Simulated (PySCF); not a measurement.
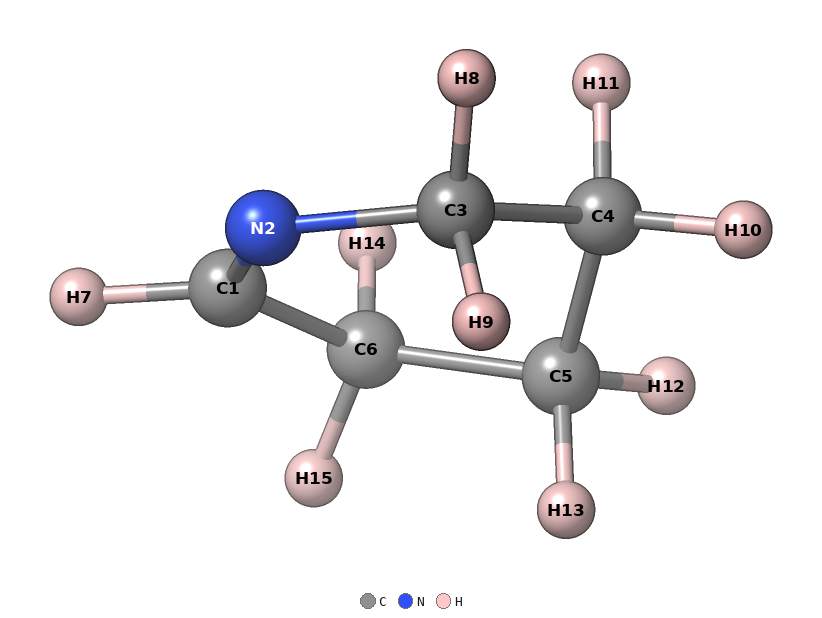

Atoms fade into the background with distance from the viewer. The computed structure is the end point of a PBE0-D3(BJ)/def2-SVP optimisation. No frequency run is at hand to confirm it as a minimum.

### What is the conformation of the ring C1–N2–C3–C4–C5–C6?

It is a half-chair (Cremer–Pople θ = 50°, folded into 0 to 90°). The Cremer–Pople amplitude Q is 0.48 Å.

### Give the torsion angles round the ring, beginning with the bond from its second to its third atom.

15°, −45°, 58°, −42°, 13°, 1°.
